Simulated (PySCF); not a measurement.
# C3H9BS: runs on many settings

Which settings matter for C3H9BS (`CB(C)CS`), and how do bad ones show?

Programs: PySCF 2.14.0, with density-fitted response routines of our own. Each step states its level of theory. These are calculated values for one molecule in the gas phase, unless marked as measured. Atoms count from 0, in the outputs and in this text.

**1. The starting structure**

14 atoms, charge 0, multiplicity 1; geometry from: GFN2-xTB.

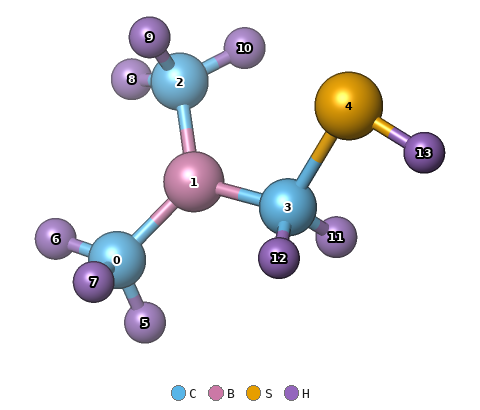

As it starts; carbon blue, boron pink, sulfur amber, hydrogen purple, atoms numbered; sticks join atoms by distance.

**2. Nuclear shieldings: PBE0/pcSseg-1**

Job settings and geometry (Å):

```
{"job": {"kind": "nmr", "xc": "PBE0", "basis": "pcSseg-1"}, "charge": 0, "multiplicity": 1}
C     -1.398007    -1.171071     0.089435
B     -0.330578    -0.024780     0.266771
C     -0.737156     1.448032     0.621866
C      1.196796    -0.403940     0.070900
S      2.368579     0.696888     0.976066
H     -1.304923    -1.646442    -0.886571
H     -2.425362    -0.833222     0.195465
H     -1.235745    -1.963251     0.819690
H     -1.738776     1.720533     0.298206
H     -0.720934     1.550979     1.708577
H     -0.036732     2.190035     0.244415
H      1.444700    -0.297844    -0.987974
H      1.434451    -1.426544     0.364304
H      3.483009     0.160154     0.476709
```

Method: GIAO PBE0/pcSseg-1 NMR shielding, non-relativistic, gas phase.

On the command line:

```sh
> OMP_NUM_THREADS=1 python probes_run.py task.json out
```

The driver reads the jobs from task.json and runs them one after another.

Log:

```text
coarse grid: 11552 points
cycle   1  E = -542.3391899665  dE =  2.230e-01  |g| = 4.543e-01  |ddm| = 3.152e+00
cycle   2  E = -542.3353941701  dE =  3.796e-03  |g| = 4.750e-01  |ddm| = 8.639e-01
cycle   3  E = -542.3955727215  dE = -6.018e-02  |g| = 3.237e-02  |ddm| = 4.600e-01
cycle   4  E = -542.3958104275  dE = -2.377e-04  |g| = 1.780e-02  |ddm| = 6.698e-02
cycle   5  E = -542.3958904352  dE = -8.001e-05  |g| = 4.437e-03  |ddm| = 2.330e-02
cycle   6  E = -542.3958949489  dE = -4.514e-06  |g| = 1.151e-03  |ddm| = 4.109e-03
final grid: 104928 points
cycle   7  E = -542.4244698716  dE = -2.652e-05  |g| = 8.311e-03  |ddm| = 2.276e-02
cycle   8  E = -542.4244644002  dE =  5.471e-06  |g| = 9.456e-03  |ddm| = 1.528e-02
cycle   9  E = -542.4244871638  dE = -2.276e-05  |g| = 5.851e-04  |ddm| = 8.771e-03
cycle  10  E = -542.4244872592  dE = -9.539e-08  |g| = 1.276e-04  |ddm| = 7.349e-04
cycle  11  E = -542.4244872629  dE = -3.710e-09  |g| = 3.266e-05  |ddm| = 1.225e-04
cycle  12  E = -542.4244872631  dE = -2.797e-10  |g| = 7.001e-06  |ddm| = 4.091e-05
converged SCF energy = -542.4244872631

GIAO shielding tensors (ppm)
atom      isotropic    diamagn.    paramagn.     s11        s22        s33       span
  0 C      171.961     252.369     -80.408    152.027    175.595    188.260     36.233
  1 B       11.748     186.051    -174.303    -53.611    -29.358    118.213    171.824
  2 C      172.113     252.641     -80.528    151.122    175.982    189.235     38.112
  3 C      158.562     254.744     -96.181    145.794    159.789    170.104     24.311
  4 S      633.799    1055.197    -421.398    504.952    535.560    860.886    355.935
  5 H       30.855      30.778       0.076     26.936     29.725     35.902      8.966
  6 H       30.546      30.729      -0.182     26.553     29.496     35.590      9.037
  7 H       30.933      30.225       0.707     26.905     29.642     36.251      9.346
  8 H       30.561      30.577      -0.016     26.516     29.127     36.040      9.524
  9 H       31.073      29.363       1.710     26.590     30.216     36.414      9.823
 10 H       30.023      30.610      -0.587     24.923     31.186     33.960      9.037
 11 H       29.325      32.210      -2.885     22.904     29.210     35.862     12.958
 12 H       28.914      32.579      -3.665     22.137     28.975     35.631     13.493
 13 H       30.129      29.625       0.504     22.019     27.929     40.438     18.419
```

It took 13 s on 1 thread of Intel Xeon Platinum 8488C, shared host; peak memory 0.65 GiB.

The references, computed at this level on geometries of the same kind, shield at (ppm): ¹H TMS 31.72, ¹³C TMS 186.9, ¹¹B BF3·OEt2 100.1, ³³S CS2 504. Their shielding less the atom's gives the shift. The references are single molecules in the gas phase. Atoms listed in one row are averaged.

```
                  atoms                               environment  σ (ppm)  δ (ppm)  δ scaled to CDCl3
                     C3                 sp3 CH2 bonded to B and S    158.6     28.4               21.4
                 C0, C2                 methyl carbon bonded to B    172.0     14.9               12.6
               H11, H12  hydrogen on an sp3 CH2 bonded to B and S    29.12     2.60               2.55
                    H13                hydrogen on a thiol sulfur    30.13     1.59                  –
H5, H6, H7, H8, H9, H10   hydrogen on a methyl carbon bonded to B    30.67     1.05               1.10
                     B1                       boron bonded to 3 C     11.7     88.3                  –
                     S4                              thiol sulfur      634     -130                  –
```

The scaled column applies a straight-line fit of computed shieldings to shifts measured in CDCl3, with any fitted terms for Cl, Br or S neighbours (root-mean-square error 0.16 ppm for H, 1.9 ppm for C).

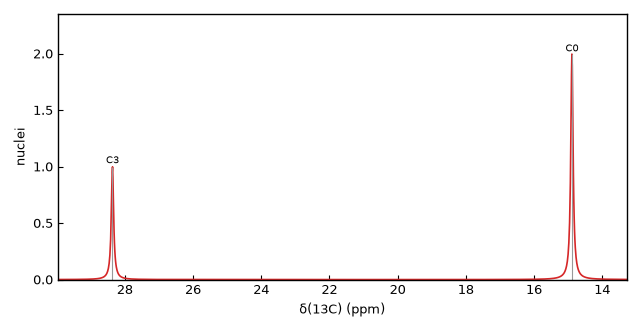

¹³C lines at the computed shifts, without couplings. Lines are broadened to a width of 0.08 ppm (Lorentzian).

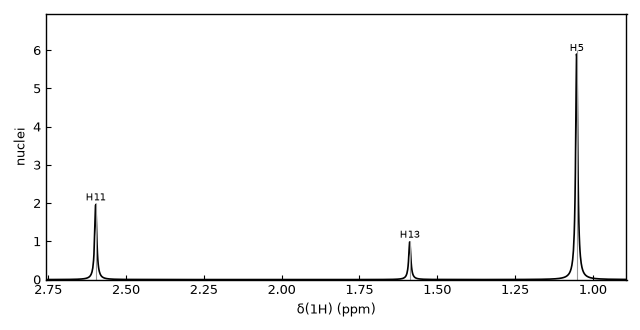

¹H lines at the computed shifts, without couplings. Lines are broadened to a width of 0.01 ppm (Lorentzian).

The run also stored atomic charges by several schemes (e):

```
 atoms  Mulliken    IAO  Hirshfeld  ESP fit
C0, C2     -0.51  -0.58      -0.20    -0.77
    B1      0.49   0.36       0.22     0.90
    C3     -0.57  -0.48      -0.14    -0.63
    S4     -0.16  -0.09      -0.07    -0.36
```

Mulliken charges:

C0 -0.51; B1 0.49; C2 -0.52; C3 -0.57; S4 -0.16; H5 0.13; H6 0.12; H7 0.13; H8 0.13; H9 0.15; H10 0.14; H11 0.17; H12 0.16; H13 0.13

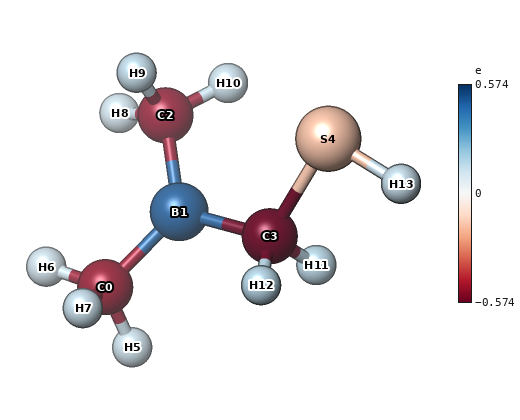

Mulliken charges, as colours on the atoms.

Mayer bond orders: C0–B1 1.06, B1–C2 1.08, B1–C3 0.93, C3–S4 1.03.

**3. Ultraviolet spectrum: PBE0/def2-SVPD**

Settings changed since step 2:

```diff
@@ -1,2 +1,2 @@
-{"job": {"kind": "nmr", "xc": "PBE0", "basis": "pcSseg-1"}, "charge": 0, "multiplicity": 1}
+{"job": {"kind": "uv", "xc": "PBE0", "basis": "def2-SVPD", "nstates": 6, "ntriplets": 2}, "charge": 0, "multiplicity": 1}
 C     -1.398007    -1.171071     0.089435
```

Method: TDDFT PBE0/def2-SVPD, vertical, gas phase, core orbitals frozen in the response.

Log:

```text
coarse grid: 11552 points
cycle   1  E = -542.1383306615  dE =  1.821e-01  |g| = 4.354e-01  |ddm| = 4.847e+00
cycle   2  E = -542.1325971521  dE =  5.734e-03  |g| = 4.625e-01  |ddm| = 1.176e+00
cycle   3  E = -542.1915461720  dE = -5.895e-02  |g| = 3.460e-02  |ddm| = 5.581e-01
cycle   4  E = -542.1918356842  dE = -2.895e-04  |g| = 1.852e-02  |ddm| = 8.612e-02
cycle   5  E = -542.1919326258  dE = -9.694e-05  |g| = 4.971e-03  |ddm| = 3.073e-02
cycle   6  E = -542.1919389535  dE = -6.328e-06  |g| = 6.765e-04  |ddm| = 7.384e-03
final grid: 104928 points
cycle   7  E = -542.2471604464  dE = -2.656e-05  |g| = 8.194e-03  |ddm| = 8.811e-02
cycle   8  E = -542.2471536168  dE =  6.830e-06  |g| = 9.529e-03  |ddm| = 2.241e-02
cycle   9  E = -542.2471781708  dE = -2.455e-05  |g| = 7.264e-04  |ddm| = 1.201e-02
cycle  10  E = -542.2471783284  dE = -1.577e-07  |g| = 1.238e-04  |ddm| = 1.208e-03
cycle  11  E = -542.2471783321  dE = -3.690e-09  |g| = 3.470e-05  |ddm| = 2.237e-04
cycle  12  E = -542.2471783325  dE = -3.655e-10  |g| = 7.654e-06  |ddm| = 7.296e-05
converged SCF energy = -542.2471783325

Static polarisability (au): isotropic 73.111, principal 60.340 72.004 86.988

Singlet excitations
state   eV       nm        f      main configurations
  1   4.8209    257.2   0.00615   H->L 0.99
  2   5.4340    228.2   0.00403   H->L+1 0.81, H->L+3 0.16
  3   6.0733    204.1   0.03207   H->L+2 0.85
  4   6.2911    197.1   0.00422   H-1->L 0.91
  5   6.4014    193.7   0.00182   H-2->L 0.98
  6   6.4640    191.8   0.00041   H->L+3 0.67, H->L+1 0.14, H->L+2 0.12

Triplet excitations (Tamm-Dancoff, eV): 4.6307 5.0288
```

It took 16 s on 1 thread of Intel Xeon Platinum 8488C, shared host; peak memory 0.74 GiB.

The orbitals next to the gap, with their largest atomic shares:

```
orbital     eV                      atoms
 HOMO−3  -9.53  S4 41 %, C3 13 %, C2 12 %
 HOMO−2  -8.92  B1 24 %, C0 23 %, C3 21 %
 HOMO−1  -8.68  S4 22 %, C2 20 %, B1 16 %
   HOMO  -6.69  S4 76 %, C3 11 %, H13 6 %
   LUMO  -0.70  B1 41 %, C3 12 %, C2 12 %
 LUMO+1   0.11  B1 28 %, S4 26 %, H13 7 %
 LUMO+2   0.75  S4 59 %, H13 12 %, C3 9 %
```

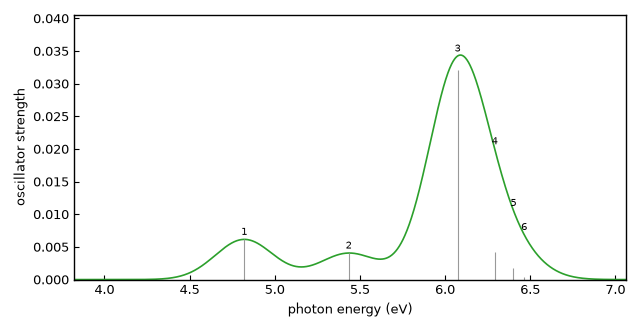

Absorption spectrum from the 6 singlet states computed; above the last one it falls off for lack of states. Lines are broadened to a width of 0.40 eV (Gaussian).

Further results of this job:

| property | computed |
| --- | --- |
| dipole moment (D) | 1.73 |
| polarisability (Å³) | 10.83 |
| HOMO–LUMO gap (eV) | 6.00 |
| −ε(HOMO) (eV) | 6.69 |

**4. Ultraviolet spectrum: CAM-B3LYP/def2-SVPD**

Job settings and geometry (Å):

```
{"job": {"kind": "uv", "xc": "CAM-B3LYP", "basis": "def2-SVPD", "nstates": 12, "ntriplets": 0, "tda": true, "scf": {"max_cycle": 63}}, "charge": 0, "multiplicity": 1}
C     -1.537808    -1.288178     0.098379
B     -0.363636    -0.027258     0.293448
C     -0.810872     1.592835     0.684053
C      1.316476    -0.444334     0.077990
S      2.605437     0.766577     1.073673
H     -1.435415    -1.811086    -0.975228
H     -2.667898    -0.916544     0.215012
H     -1.359320    -2.159576     0.901659
H     -1.912654     1.892586     0.328027
H     -0.793027     1.706077     1.879435
H     -0.040405     2.409039     0.268856
H      1.589170    -0.327628    -1.086771
H      1.577896    -1.569198     0.400734
H      3.831310     0.176169     0.524380
```

Method: TDA CAM-B3LYP/def2-SVPD, vertical, gas phase, core orbitals frozen in the response.

Log:

```text
final grid: 104928 points
cycle   1  E = -542.3646661324  dE = -6.835e-01  |g| = 2.908e-01  |ddm| = 3.714e+00
cycle   2  E = -542.3787939198  dE = -1.413e-02  |g| = 2.568e-01  |ddm| = 7.290e-01
cycle   3  E = -542.3977878147  dE = -1.899e-02  |g| = 4.038e-02  |ddm| = 3.491e-01
cycle   4  E = -542.3981996610  dE = -4.118e-04  |g| = 2.385e-02  |ddm| = 8.072e-02
cycle   5  E = -542.3983632124  dE = -1.636e-04  |g| = 3.588e-03  |ddm| = 2.858e-02
cycle   6  E = -542.3983678922  dE = -4.680e-06  |g| = 1.212e-03  |ddm| = 6.912e-03
cycle   7  E = -542.3983684032  dE = -5.110e-07  |g| = 3.272e-04  |ddm| = 1.941e-03
cycle   8  E = -542.3983684460  dE = -4.282e-08  |g| = 9.508e-05  |ddm| = 6.407e-04
cycle   9  E = -542.3983684505  dE = -4.454e-09  |g| = 1.737e-05  |ddm| = 1.993e-04
cycle  10  E = -542.3983684507  dE = -1.731e-10  |g| = 8.154e-06  |ddm| = 4.242e-05
converged SCF energy = -542.3983684507

Static polarisability (au): isotropic 88.437, principal 70.779 86.826 107.705

Singlet excitations
state   eV       nm        f      main configurations
  1   4.7370    261.7   0.00113   H->L 0.41, H->L+1 0.28, H->L+3 0.14
  2   5.0095    247.5   0.00670   H->L 0.43, H->L+1 0.34, H->L+3 0.14
  3   5.6690    218.7   0.00368   H-1->L 0.58, H->L+2 0.21, H-3->L 0.12
  4   5.7745    214.7   0.00461   H-2->L 0.44, H->L+2 0.33, H-1->L 0.09
  5   5.7902    214.1   0.00888   H-2->L 0.50, H->L+2 0.27, H-1->L 0.10
  6   6.7437    183.9   0.01148   H->L+3 0.42, H->L+1 0.32, H->L+6 0.10
  7   7.0788    175.1   0.05882   H-3->L 0.70, H-1->L 0.17
  8   7.3698    168.2   0.00185   H->L+4 0.44, H->L+7 0.14, H->L+3 0.09
  9   7.3879    167.8   0.00512   H-1->L+1 0.22, H-2->L+1 0.21, H->L+4 0.12
 10   7.5351    164.5   0.19412   H->L+5 0.36, H-1->L+1 0.28, H->L+6 0.18
 11   7.6331    162.4   0.04600   H-2->L+1 0.26, H-1->L+1 0.15, H->L+5 0.12
 12   7.8683    157.6   0.02926   H-4->L 0.30, H-1->L+2 0.28, H-2->L+1 0.14
```

Wall time 21 s (1 thread of Intel Xeon Platinum 8488C, shared host); peak memory 0.81 GiB.

All coordinates were scaled by 1.1, so these values belong to a distorted geometry and are kept out of the summary. Its HOMO lies at -8.14 eV, against -6.69 eV in step 3 (PBE0/def2-SVPD), a different level, so the two don't compare directly.

**5. Shielding tensors: mPW1PW91/def2-SVP**

Job settings and geometry (Å):

```
{"job": {"kind": "nmr", "xc": "mPW1PW91", "basis": "def2-SVP", "pop": true, "grid": 3, "scf": {"guess": "huckel"}}, "charge": 0, "multiplicity": 1}
C     -1.398007    -1.171071     0.089435
B     -0.330578    -0.024780     0.266771
C     -0.737156     1.448032     0.621866
C      1.196796    -0.403940     0.070900
S      2.368579     0.696888     0.976066
H     -1.304923    -1.646442    -0.886571
H     -2.425362    -0.833222     0.195465
H     -1.235745    -1.963251     0.819690
H     -1.738776     1.720533     0.298206
H     -0.720934     1.550979     1.708577
H     -0.036732     2.190035     0.244415
H      1.444700    -0.297844    -0.987974
H      1.434451    -1.426544     0.364304
H      3.483009     0.160154     0.476709
```

With the program's defaults for keys left out, this is: GIAO mPW1PW91/def2-SVP NMR shielding, non-relativistic, gas phase.

Log:

```text
final grid: 163552 points
cycle   1  E = -538.9524943791  dE =  1.237e+00  |g| = 3.046e+00  |ddm| = 5.384e+00
cycle   2  E = -516.3391865439  dE =  2.261e+01  |g| = 7.393e+00  |ddm| = 2.407e+01
cycle   3  E = -541.9868142788  dE = -2.565e+01  |g| = 1.350e+00  |ddm| = 2.361e+01
cycle   4  E = -542.4700234735  dE = -4.832e-01  |g| = 4.950e-01  |ddm| = 2.203e+00
cycle   5  E = -542.5394073710  dE = -6.938e-02  |g| = 1.433e-01  |ddm| = 6.560e-01
cycle   6  E = -542.5453504760  dE = -5.943e-03  |g| = 6.648e-02  |ddm| = 2.752e-01
cycle   7  E = -542.5465506021  dE = -1.200e-03  |g| = 1.215e-02  |ddm| = 8.031e-02
cycle   8  E = -542.5465872259  dE = -3.662e-05  |g| = 4.176e-03  |ddm| = 1.833e-02
cycle   9  E = -542.5465922436  dE = -5.018e-06  |g| = 6.376e-04  |ddm| = 5.353e-03
cycle  10  E = -542.5465923432  dE = -9.956e-08  |g| = 2.936e-04  |ddm| = 9.958e-04
cycle  11  E = -542.5465923668  dE = -2.362e-08  |g| = 4.937e-05  |ddm| = 3.432e-04
cycle  12  E = -542.5465923675  dE = -6.912e-10  |g| = 9.999e-06  |ddm| = 6.869e-05
converged SCF energy = -542.5465923675

GIAO shielding tensors (ppm)
atom      isotropic    diamagn.    paramagn.     s11        s22        s33       span
  0 C      182.116     244.104     -61.988    163.986    187.100    195.262     31.276
  1 B       28.021     196.777    -168.756    -31.190    -10.223    125.476    156.667
  2 C      181.980     243.773     -61.793    163.374    185.100    197.466     34.091
  3 C      169.039     247.275     -78.236    158.469    168.480    180.168     21.699
  4 S      678.289    1054.313    -376.024    562.206    589.028    883.632    321.426
  5 H       31.070      29.985       1.085     27.231     29.964     36.014      8.783
  6 H       30.721      30.077       0.643     26.789     29.673     35.701      8.912
  7 H       31.165      29.549       1.616     27.192     29.927     36.376      9.184
  8 H       30.717      29.850       0.866     26.680     29.327     36.143      9.463
  9 H       31.327      28.684       2.644     26.930     30.630     36.422      9.491
 10 H       30.152      29.841       0.312     25.004     31.385     34.069      9.065
 11 H       29.566      31.717      -2.151     23.257     29.451     35.990     12.734
 12 H       29.159      32.059      -2.901     22.396     29.227     35.853     13.457
 13 H       30.851      30.392       0.460     22.646     28.873     41.035     18.389
```

It took 18 s on 1 thread of Intel Xeon Platinum 8488C, shared host; peak memory 0.58 GiB.

In short: σ C3 169.0, C0 182.0, B1 28.0, S4 678, H11 29.36, H13 30.85 ppm (means over like atoms).

**6. NMR shieldings: B97-D/pcSseg-1**

Job settings and geometry (Å):

```
{"job": {"kind": "nmr", "xc": "B97-D", "basis": "pcSseg-1", "pop": true, "scf": {"max_cycle": 51}}, "charge": 0, "multiplicity": 1}
C     -2.642233    -2.213324     0.169032
B     -0.624792    -0.046834     0.504197
C     -1.393225     2.736780     1.175327
C      2.261944    -0.763447     0.134001
S      4.476614     1.317118     1.844765
H     -2.466304    -3.111775    -1.675619
H     -4.583934    -1.574790     0.369429
H     -2.335558    -3.710544     1.549214
H     -3.286287     3.251807     0.563609
H     -1.362565     2.931350     3.229211
H     -0.069423     4.139166     0.461944
H      2.730483    -0.562925    -1.867271
H      2.711112    -2.696168     0.688535
H      6.582887     0.302691     0.900980
```

Method: GIAO B97-D/pcSseg-1 NMR shielding, non-relativistic, gas phase.

Log:

```text
final grid: 104928 points
cycle   1  E = -540.3987080741  dE = -2.694e-01  |g| = 1.031e+00  |ddm| = 2.342e+00
cycle   2  E = -518.9051177076  dE =  2.149e+01  |g| = 5.250e+00  |ddm| = 4.945e+00
cycle   3  E = -536.7752651227  dE = -1.787e+01  |g| = 2.479e+00  |ddm| = 3.723e+00
cycle   4  E = -534.7332715628  dE =  2.042e+00  |g| = 3.313e+00  |ddm| = 3.078e+00
cycle   5  E = -539.1294051294  dE = -4.396e+00  |g| = 1.916e+00  |ddm| = 2.993e+00
cycle   6  E = -538.9267259222  dE =  2.027e-01  |g| = 1.872e+00  |ddm| = 2.354e+00
cycle   7  E = -540.7609881877  dE = -1.834e+00  |g| = 7.117e-01  |ddm| = 2.142e+00
cycle   8  E = -537.6101133312  dE =  3.151e+00  |g| = 1.681e+00  |ddm| = 2.816e+00
cycle   9  E = -538.9800274225  dE = -1.370e+00  |g| = 1.349e+00  |ddm| = 1.898e+00
cycle  10  E = -535.1102611819  dE =  3.870e+00  |g| = 1.752e+00  |ddm| = 2.728e+00
[... 31 cycles left out ...]
cycle  42  E = -540.4780714675  dE =  3.205e-03  |g| = 8.682e-01  |ddm| = 3.969e-01
cycle  43  E = -540.0913870949  dE =  3.867e-01  |g| = 1.234e+00  |ddm| = 8.670e-01
cycle  44  E = -540.8796992001  dE = -7.883e-01  |g| = 5.718e-01  |ddm| = 1.805e+00
cycle  45  E = -535.6902474279  dE =  5.189e+00  |g| = 1.726e+00  |ddm| = 2.805e+00
cycle  46  E = -538.6279878805  dE = -2.938e+00  |g| = 1.397e+00  |ddm| = 1.664e+00
cycle  47  E = -538.4894045888  dE =  1.386e-01  |g| = 1.229e+00  |ddm| = 1.569e+00
cycle  48  E = -540.6878880006  dE = -2.198e+00  |g| = 5.761e-01  |ddm| = 1.976e+00
cycle  49  E = -540.8131632438  dE = -1.253e-01  |g| = 5.431e-01  |ddm| = 1.674e+00
cycle  50  E = -540.5115412973  dE =  3.016e-01  |g| = 7.998e-01  |ddm| = 1.830e+00
cycle  51  E = -540.5932032046  dE = -8.166e-02  |g| = 6.673e-01  |ddm| = 4.866e-01
SCF not converged, last energy = -540.5932032046
```

Run time: 23 s. Hardware: 1 thread of Intel Xeon Platinum 8488C, shared host; peak memory 0.44 GiB.

**What went wrong.** All coordinates were scaled by 1.89, as when Å and bohr are mixed up; on that geometry the gradient is still 6.7e-01 after 51 cycles. The remedy is to restore the coordinates. Numbers printed on the way are no properties of the molecule.

**7. Run by run: NMR shifts**

Shifts (ppm), means over like atoms, with basis size and wall time:

```csv
run,C3,C0,H11,H13,H5,functions,time
PBE0/pcSseg-1,28.4,14.9,2.60,1.59,1.05,137,13 s
mPW1PW91/def2-SVP,26.5,13.5,2.49,1.00,0.99,119,18 s
```

**8. Results**

| quantity | value |
| --- | --- |
| ¹³C shifts against TMS (PBE0/pcSseg-1, means over atoms taken as alike) | 28.4, 14.9 ppm |
| ¹H shifts against TMS (PBE0/pcSseg-1, means over atoms taken as alike) | 2.60, 1.59, 1.05 ppm |
| ¹¹B shifts against BF3·OEt2 (PBE0/pcSseg-1) | 88.3 ppm |
| ³³S shifts against CS2 (PBE0/pcSseg-1) | -130 ppm |
| lowest singlet (PBE0/def2-SVPD) | 4.82 eV (257 nm), f = 0.006 |
| brightest single state of those computed | state 3, 6.07 eV, f = 0.032 |
| lowest triplet | 4.63 eV |
| range of the shift of C3 | 26.5 to 28.4 ppm |
| property runs in this session | 5, of which 1 failed and 1 gave unsound results |

Single values in the summary come from the first run of each kind that ended normally (PBE0/pcSseg-1; PBE0/def2-SVPD), which need not be the best level. At PBE0/pcSseg-1: The largest span, 356 ppm, is at S4, where the paramagnetic term is -421 ppm. The lowest singlet, at 4.82 eV, is HOMO→LUMO 0.99 and is weak; of the 6 states computed, the strongest absorption comes from state 3 at 6.07 eV. The lowest triplet lies 0.19 eV below the lowest singlet (triplets in Tamm-Dancoff, singlets in full TDDFT). Among the atoms with a shift in every run: In ppm, C3 moves most: its shift spreads over 1.9 ppm, from 26.5 (mPW1PW91/def2-SVP) to 28.4 (PBE0/pcSseg-1).
